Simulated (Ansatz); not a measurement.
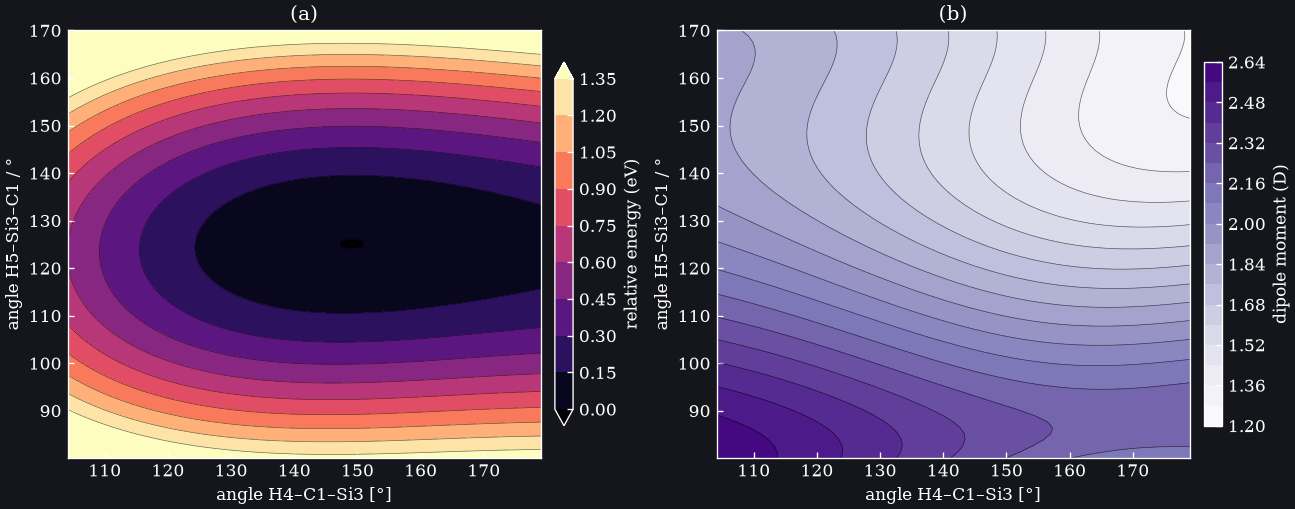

CH₃OSi, SMILES [CH]1O[SiH2]1, spin multiplicity 2. 
- The first coordinate is: angle H4–C1–Si3; the second: angle H5–Si3–C1.
- Nothing is relaxed (all other coordinates rigid).
- The scan uses a 15 × 15 grid.
- Energies are in eV, from the lowest grid point.
- These are results of UKS PBE-D4/def2-TZVP in Ansatz 0.2.0, not measurements.

Panel (a) is the energy; panel (b) is the computed dipole moment, in D.

In the figure: filled contours, one colour for all values above the top of the scale. Between grid points the surface is interpolated.

Q: How does the dipole moment vary over the map, and what is it at the lowest grid point?

A: Leaving out the highest fifth of the energies, it runs from 1.27 D at angle H4–C1–Si3 = 179.0°, angle H5–Si3–C1 = 157.3° to 2.49 D at angle H4–C1–Si3 = 120.1°, angle H5–Si3–C1 = 86.6°. At the lowest grid point, angle H4–C1–Si3 = 146.9°, angle H5–Si3–C1 = 125.1°, it is 1.67 D.
